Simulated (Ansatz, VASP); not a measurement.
# Sn2TeS: VASP beside Ansatz

One calculation is typed for both programs; each brings its own data sets and cutoff. How far apart do they land? The cell is invented: As first built, before any earlier steps moved the atoms: it takes the SnS structure with some of its atoms replaced by other elements, volume scaled by an estimate. It may not be a known or stable phase. The cell comes out of the VASP series on this material, whose earlier steps may have relaxed, scaled or displaced it; both programs get it as it stands.

Calculated with Ansatz 0.2.0; plane waves, with VASP 6.6.1 beside it; single point at PBEsol with D3(BJ) and band structure at PBEsol with D3(BJ), spin-orbit coupling.

## 1. Set-up

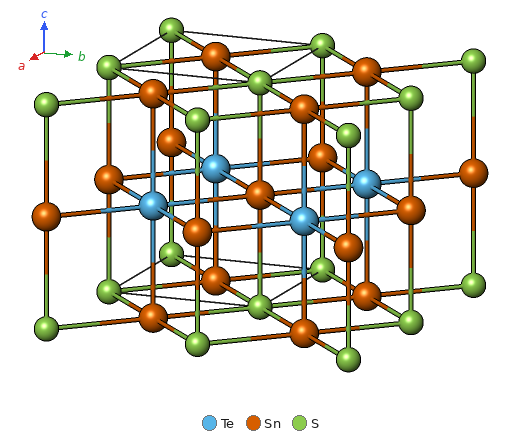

The cell as given, slightly off an axis (tellurium blue, tin orange, sulfur green). 2×2×1 cells are drawn. Some periodic images of atoms are drawn too.

## 2. Ansatz: single point, PBEsol with D3(BJ)

Ansatz runs on its default PAW (the set named soft_2) files.

A single point gives forces, pressure and levels at one fixed geometry, so differences don't come from the geometry; what else differs is listed under the comparison.

The input, input.yaml:

```yaml
crystal:
  lattice:
    - [4.2211749133, 0.0, 0.0]
    - [0.0, 4.2211749133, 0.0]
    - [0.0, 0.0, 5.9736767881]
  atoms:
    - { symbol: Te, position: [0.5, 0.5, 0.5] }
    - { symbol: Sn, position: [0.5, 0.5, 0.0] }
    - { symbol: Sn, position: [0.0, 0.0, 0.5] }
    - { symbol: S, position: [0.0, 0.0, 0.0] }
hamiltonian:
  xc: pbesol
  pseudopotentials: { kind: paw }
  dispersion: d3bj
kpoints:
  mp_grid: { grid: [5, 5, 4] }
scf:
  occupations: { method: gaussian, width: 0.05 }
  n_extra_bands: 5
output:
  forces: true
  stress: true
  eigenvalues: true
```

On the command line:

```bash
ansatz run input.yaml --threads 2 --pin off --max-ram 4608MiB --backend cpu --events-out ev --progress --plain --runs-dir out
```

Numbers of over 12 decimals in the logs are rounded to 6 here.

The program printed:

```text
scf.n_extra_bands = 5 over 25 filled bands (N_el = 50.0): the run solves 30 bands
Engine: ansatz 0.2.0, aarch64-unknown-linux-gnu
Pseudopotentials: kind: paw
Pseudopotential: Te, paw, valence charge 16, recommended cutoff 420 eV (normal), Te.paw.azcp
Pseudopotential: Sn, paw, valence charge 14, recommended cutoff 420 eV (normal), Sn.paw.azcp
Pseudopotential: S, paw, valence charge 6, recommended cutoff 420 eV (normal), S.paw.azcp
Functional definition: PBEsol
  exchange = pbesol_x
  correlation = pbesol_c
Crystal: 4 atoms, lattice volume = 106.441 Å³
Basis set: ecut = 420 eV, 2071 PW (Γ), exchange–correlation on 60×60×80 points (8 copies of the dense FFT grid, shifted against one another)
Bands: 30, of which v1, the nominal top of the filled ones, is band 25 counted from 1 (24 counted from 0)
Symmetry: 16 space group operations
Space group: P4/mmm (ITA 123), of the structure as read, at distance tolerance 4.7e-5 Å
k-points: 18 of 100
Non-local potential: Te, projectors of the file, l = 0: 2, l = 1: 2, l = 2: 2, l = 3: 2
Non-local potential: Sn, projectors of the file, l = 0: 2, l = 1: 2, l = 2: 2, l = 3: 2
Non-local potential: S, projectors of the file, l = 0: 2, l = 1: 2, l = 2: 2
PAW form: soft (Blöchl's): semilocal exchange-correlation on the pseudo side does not see the compensation charge
PAW frozen core: Te, regenerated for the run's functional, and the local potential with it (the file was generated under x = pbe(κ = 0.804, μ = 0.219515), c = pbe(β = 0.066725))
PAW frozen core: Sn, regenerated for the run's functional, and the local potential with it (the file was generated under x = pbe(κ = 0.804, μ = 0.219515), c = pbe(β = 0.066725))
PAW frozen core: S, regenerated for the run's functional, and the local potential with it (the file was generated under x = pbe(κ = 0.804, μ = 0.219515), c = pbe(β = 0.066725))
PAW one-centre angular grid: Te, 590 points (default); XC on 64 Gauss nodes
PAW one-centre angular grid: Sn, 590 points (default); XC on 64 Gauss nodes
PAW one-centre angular grid: S, 110 points (default); XC on 64 Gauss nodes
Initial density: superposition of atomic densities (neutral atoms: chi_scale 0, normalization atom), corrected by the library's trained network
Initial wavefunctions: pseudopotential atomic-orbital guess
Functional: x = pbesol(κ = 0.804, μ = 0.123457), c = pbesol(β = 0.046)
SCF iter   1: F=—  HF=-19688.455957 eV  |F-HF|=—  |Δ(HF+E_count)|=         —  Δρ=4.60e-3  dr2=4.80e-2  ethr=1.77e-3  ⟨swp⟩=7.7  Hψ=2503  notcnv=0
preconditioner: auto → Resta (q_TF=auto, 2.405 Å⁻¹)  ε∞=3.0  [insulator: Δε(μ)=0.131 eV  Ē_g=16.170 eV  σ=0.050 eV  W_gap=0.93  n_scr=28 (ndim 8)  ℏωp=22.8 eV  f_vac=0.000  D(μ)=0.51/eV (n_scr^D=0)  ε∞_Penn≈3.0]
SCF iter   2: F=—  HF=-19688.443850 eV  |F-HF|=—  |Δ(HF+E_count)|=   1.21e-2  Δρ=2.34e-3  dr2=1.28e-2  ethr=9.59e-5  ⟨swp⟩=1.9  Hψ=730  notcnv=0  defer=9
SCF iter   3: F=—  HF=-19688.440828 eV  |F-HF|=—  |Δ(HF+E_count)|=   3.02e-3  Δρ=5.03e-4  dr2=2.34e-4  ethr=2.57e-5  ⟨swp⟩=2.7  Hψ=910  notcnv=0  defer=9
SCF iter   4: F=—  HF=-19688.440673 eV  |F-HF|=—  |Δ(HF+E_count)|=   1.55e-4  Δρ=1.64e-4  dr2=3.77e-5  ethr=4.68e-7  ⟨swp⟩=2.0  Hψ=973  notcnv=0  defer=9
SCF iter   5: F=—  HF=-19688.440719 eV  |F-HF|=—  |Δ(HF+E_count)|=   4.63e-5  Δρ=3.46e-5  dr2=1.47e-6  ethr=7.54e-8  ⟨swp⟩=2.1  Hψ=969  notcnv=0  defer=9
SCF iter   6: F=-19688.440719 eV  HF=-19688.440719 eV  |F-HF|=6.86e-9  |Δ(HF+E_count)|=   3.35e-7  Δρ=5.01e-6  dr2=2.39e-8  ethr=2.00e-10  ⟨swp⟩=8.8  Hψ=3075  notcnv=0
SCF 1 converged in 6 iterations: F = -19688.440719 eV  dr2 = 2.39e-8
  greatest PAW one-centre occupation: 0.998 electrons in one spin orbital (limit 2), on the Te atom at site 0 (counted from 0), in its partial waves of l = 2
SCF converged after 6 iterations
Free energy (F): -19688.440719 eV
Harris-Foulkes:  -19688.440719 eV  (|F-HF|=6.86e-9)
Internal energy: -19688.439569 eV  (E = F + TS)
E sigma→0 (E₀):  -19688.440144 eV
Entropy (-TS):   -0.001150 eV (-0.287 meV/atom)
Fermi energy:    9.680429 eV
--- Per-component energies (eV) ---
  E_band       = -434.542679
  E_kinetic    = 660.038146
  E_local      = -3285.779951  (includes V_loc(G=0)·N_el)
  E_nonlocal   = -340.814129
  E_hartree    = 2001.894210
  E_xc         = -980.549234
  E_vxc        = -387.982728  (∫ρ·V_xc dr)
  E_paw        = -13292.470246  (= ΣΔE_a)
  E_vpaw       = -1083.795075  (= ΣTr[D̂ρ^β])
  E_aug_tail   = -0.000197  (compensation charges beyond the density's cutoff)
  E_ewald      = -4450.313552
  E_disp       = -1.451061  (pairwise vdW)
  E_core_change = 1.006444  (= ΣΔE_core)
  E_smearing   = -0.001150  (= −TS)
  E_closure    = 0.000000  (closes the sum)
  Σ components = -19688.440719   (vs F -19688.440719, Δ=0.00e0)
--- Forces (eV/Å), atoms counted from 1 ---
  atom   1  Te     0.00000000     0.00000000     0.00000000
  atom   2  Sn     0.00000000     0.00000000     0.00000000
  atom   3  Sn    -0.00000000     0.00000000     0.00000000
  atom   4  S     -0.00000000     0.00000000     0.00000000
  max |Σ_I F_I| component: 7.10e-30 eV/Å
--- Stress (GPa, compression-positive) ---
       -0.016452       0.000000       0.000000
        0.000000      -0.016452       0.000000
        0.000000       0.000000      -0.041361
  P = ⅓ Tr σ = -0.0248 GPa (-0.248 kbar)
--- Band table (eV; the first three rows and the last of 18) ---
  k-point 0: bands = [... 21 lower, 5.7020, 7.2884, 7.2894, 7.2894, 11.9998, 13.5178, 13.6763, 13.6763, ... 1 higher]
  k-point 1: bands = [... 21 lower, 5.8938, 7.0062, 7.0062, 8.5123, 11.6185, 12.2058, 13.5150, 13.5150, ... 1 higher]
  k-point 2: bands = [... 21 lower, 6.4507, 6.4507, 7.5192, 7.9617, 11.6802, 12.1908, 12.5894, 13.3682, ... 1 higher]
  k-point 17: bands = [... 21 lower, 5.1919, 5.5495, 8.3007, 9.2746, 10.7009, 10.9498, 13.0163, 13.2558, ... 1 higher]
```

The job ended after 3.4 s (2 threads of Arm Neoverse N1, shared host; peak memory 0.38 GiB; 6.3 s of CPU time).

In the SCF lines HF is the Harris–Foulkes energy and dr2 the Hartree energy of the density residual, in eV; the loop may stop once dr2 is under the threshold and the program's other checks hold. Hψ counts applications of the Hamiltonian.

The run ends at a pressure of -0.02 GPa.

## 3. VASP: single point, PBEsol with D3(BJ)

The same cell, functional, mesh and smearing now go to VASP, with its own data sets and cutoff.

Lines of VASP's logs that name or quote its potential files are left out, and so is its time.

The input, INCAR:

```
SYSTEM = Sn2TeS
PREC = Accurate
ENCUT = 400
EDIFF = 1E-06
NELM = 100
ISMEAR = 0
SIGMA = 0.05
LREAL = .FALSE.
ALGO = Normal
GGA = PS
IVDW = 12
NBANDS = 26
LORBIT = 11
LWAVE = .FALSE.
LCHARG = .TRUE.
ISIF = 2
LELF = .TRUE.
LVHAR = .TRUE.
```

The input, POSCAR:

```
Sn2TeS
1.0
    4.2211749133      0.0000000000      0.0000000000
    0.0000000000      4.2211749133      0.0000000000
    0.0000000000      0.0000000000      5.9736767881
Te Sn S
1 2 1
Direct
    0.5000000000      0.5000000000      0.5000000000
    0.5000000000      0.5000000000      0.0000000000
    0.0000000000      0.0000000000      0.5000000000
    0.0000000000      0.0000000000      0.0000000000
```

The input, KPOINTS:

```
Automatic mesh
0
Gamma
5 5 4
0 0 0
```

PAW data sets: Te, Sn_d and S (PBE family, release 64).

On the command line:

```bash
mpirun -np 2 vasp_std
```

The program printed:

```text
[banner, memory and clock lines left out]
running    2 mpi-ranks, on    1 nodes
 distrk:  each k-point on    2 cores,    1 groups
 distr:  one band on    1 cores,    2 groups

 POSCAR found type information on POSCAR TeSnS
 POSCAR found :  3 types and       4 ions
|                                                                             |
|               ----> ADVICE to this user running VASP <----                  |
|                                                                             |
|     You enforced a specific xc type in the INCAR file but a different       |
|     [... a line on the potential file left out ...]
|     I HOPE YOU KNOW WHAT YOU ARE DOING!                                     |
|                                                                             |

 LDA part: xc-table for (Slater+PW92), standard interpolation
 POSCAR, INCAR and KPOINTS ok, starting setup
 FFT: planning ... GRIDC
 FFT: planning ... GRID_SOFT
 FFT: planning ... GRID
 WAVECAR not read
 entering main loop
       N       E                     dE             d eps       ncg     rms          rms(c)
DAV:   1     0.302430426975E+03    0.30243E+03   -0.16908E+04   960   0.164E+03
DAV:   2     0.206776397198E+02   -0.28175E+03   -0.27577E+03   976   0.410E+02
DAV:   3    -0.162264142210E+02   -0.36904E+02   -0.35908E+02  1148   0.142E+02
DAV:   4    -0.177236895031E+02   -0.14973E+01   -0.14849E+01  1100   0.300E+01
DAV:   5    -0.177726266334E+02   -0.48937E-01   -0.48750E-01  1358   0.549E+00    0.880E+00
DAV:   6    -0.174297911110E+02    0.34284E+00   -0.10352E+00  1266   0.615E+00    0.544E+00
DAV:   7    -0.174316266730E+02   -0.18356E-02   -0.20996E-01  1054   0.220E+00    0.202E+00
DAV:   8    -0.174292416987E+02    0.23850E-02   -0.19304E-02  1168   0.888E-01    0.240E-01
DAV:   9    -0.174290844523E+02    0.15725E-03   -0.28229E-03  1216   0.285E-01    0.135E-01
DAV:  10    -0.174291640254E+02   -0.79573E-04   -0.48153E-04  1128   0.118E-01    0.754E-02
DAV:  11    -0.174291777288E+02   -0.13703E-04   -0.81020E-05   978   0.462E-02    0.251E-02
DAV:  12    -0.174291773024E+02    0.42641E-06   -0.18620E-05   976   0.259E-02    0.103E-02
DAV:  13    -0.174291772825E+02    0.19956E-07   -0.25358E-06   820   0.127E-02
   1 F= -.18879811E+02 E0= -.18879188E+02  d E =-.124710E-02
```

From OUTCAR (step 3):

```text
ion  position               nearest neighbor table
   1  0.500  0.500  0.500-   3 2.98   3 2.98   3 2.98   3 2.98   2 2.99   2 2.99
   2  0.500  0.500  0.000-   4 2.98   4 2.98   4 2.98   4 2.98   1 2.99   1 2.99
   3  0.000  0.000  0.500-   1 2.98   1 2.98   1 2.98   1 2.98   4 2.99   4 2.99
   4  0.000  0.000  0.000-   2 2.98   2 2.98   2 2.98   2 2.98   3 2.99   3 2.99

  LATTYP: Found a simple tetragonal cell.
 ALAT       =     4.2211749133
 C/A-ratio  =     1.4151692149

 Subroutine GETGRP returns: Found 16 space group operations
 (whereof 16 operations were pure point group operations)

The static configuration has the point symmetry D_4h.

 Found     18 irreducible k-points:

   k-points           NKPTS =     18   k-points in BZ     NKDIM =     18   number of bands    NBANDS=     26

   dimension x,y,z NGX =    28 NGY =   28 NGZ =   40
   dimension x,y,z NGXF=    56 NGYF=   56 NGZF=   80

   ENCUT  =  400.0 eV  29.40 Ry    5.42 a.u.   6.88  6.88  9.74*2*pi/ulx,y,z

   NELECT =      40.0000    total number of electrons

 k-points in reciprocal lattice and weights: Automatic mesh
   0.00000000  0.00000000  0.00000000       0.010
   0.20000000  0.00000000  0.00000000       0.040
   0.40000000  0.00000000  0.00000000       0.040
   0.20000000  0.20000000  0.00000000       0.040
   0.40000000  0.20000000  0.00000000       0.080
   0.40000000  0.40000000  0.00000000       0.040
   0.00000000  0.00000000  0.25000000       0.020
   0.20000000  0.00000000  0.25000000       0.080
   0.40000000  0.00000000  0.25000000       0.080
[...]
0.40000000  0.20000000  0.50000000       0.080
   0.40000000  0.40000000  0.50000000       0.040

 average (electrostatic) potential at core
       1 -87.4455       2 -99.9945       3 -99.8574       4 -84.6687

 E-fermi :   7.1405

 k-point     1 :       0.0000    0.0000    0.0000
  band No.  band energies     occupation
    ...
     16       3.1589      2.00000
     17       3.1589      2.00000
     18       4.7468      2.00000
     19       4.7481      2.00000
     20       4.7481      2.00000
     21       9.4540      0.00000
     22      10.9739      0.00000
     23      11.1326      0.00000
     24      11.1326      0.00000
     25      12.4395      0.00000
    ...

 k-point     2 :       0.2000    0.0000    0.0000
  band No.  band energies     occupation
    ...
     16       3.4945      2.00000
     17       4.1074      2.00000
     18       4.3589      2.00000
     19       4.9756      2.00000
     20       5.9158      2.00000
     21       9.5379      0.00000
     22       9.7103      0.00000
     23      10.3659      0.00000
     24      10.5785      0.00000
     25      11.1923      0.00000
    ...

 k-point     3 :       0.4000    0.0000    0.0000
  band No.  band energies     occupation
    ...
     16       3.3745      2.00000
     17       4.3589      2.00000
     18       5.2339      2.00000
     19       5.4723      2.00000
     20       7.0439      1.99370
     21       7.9008      0.00000
     22       8.2920      0.00000
     23       9.3277      0.00000
     24       9.3416      0.00000
     25      10.3182      0.00000
    ...

 Edisp (eV)   -1.45063

  Total      -0.00249    -0.00249    -0.01687     0.00000     0.00000     0.00000
  in kB      -0.03743    -0.03743    -0.25394     0.00000     0.00000     0.00000
  external pressure =       -0.11 kB  Pullay stress =        0.00 kB

  energy-cutoff  :      400.00
  volume of cell :      106.44
      direct lattice vectors                 reciprocal lattice vectors
     4.221174913  0.000000000  0.000000000     0.236900868  0.000000000  0.000000000
     0.000000000  4.221174913  0.000000000     0.000000000  0.236900868  0.000000000
     0.000000000  0.000000000  5.973676788     0.000000000  0.000000000  0.167401089

 POSITION                                       TOTAL-FORCE (eV/Angst)
 -----------------------------------------------------------------------------------
      2.11059      2.11059      2.98684         0.000000      0.000000      0.000000
      2.11059      2.11059      0.00000         0.000000      0.000000      0.000000
      0.00000      0.00000      2.98684         0.000000      0.000000      0.000000
      0.00000      0.00000      0.00000         0.000000      0.000000      0.000000
 -----------------------------------------------------------------------------------
    total drift:                                0.000000      0.000000      0.000000

  FREE ENERGIE OF THE ION-ELECTRON SYSTEM (eV)
  ---------------------------------------------------
  free  energy   TOTEN  =       -18.8798112304 eV

  energy  without entropy=      -18.8785641320  energy(sigma->0) =      -18.87918768

 total charge
# of ion       s       p       d       tot
------------------------------------------
    1        1.390   2.006   0.051   3.448
    2        1.371   0.696   9.995  12.061
    3        1.362   0.795  10.007  12.164
    4        1.360   2.244   0.000   3.604
--------------------------------------------------
tot          5.483   5.741  20.053  31.277

[... 3 further parts left out ...]
```

The run ends at a pressure of -0.01 GPa.

## 4. Comparison

Known differences besides the PAW data sets themselves: the data sets hold 50 valence electrons in Ansatz (default PAW (the set named soft_2) files) and 40 in VASP; the cutoff is 420 eV in Ansatz and 400 eV in VASP; Ansatz makes its cores anew for this functional, VASP keeps those of its PBE data sets; VASP leaves aspherical gradient terms in its spheres out (LASPH is not set), Ansatz keeps them. Total energies have different zeros and are not compared.

Both answers:

```
              quantity  Ansatz   VASP  difference
        pressure (GPa)   -0.02  -0.01       -0.01
gap on the k mesh (eV)   0.101  0.097      +0.004
```

Ansatz's pressure holds a Pulay correction of 0.03 GPa; VASP's holds none.

[end of part 1 of 2]

[Lines on the potential files, build, host, timing and source positions are cut from VASP's logs without a mark.]

[Logs are printed without paths, hosts, clocks, repeated set-up lines and the standing remarks that a program may print on its own settings, such as how far it seeks lower states.]

[Hosts, paths, dates, database ids (printed as entryN), source tags and the programs' standing remarks are cut or masked in the printed files.]
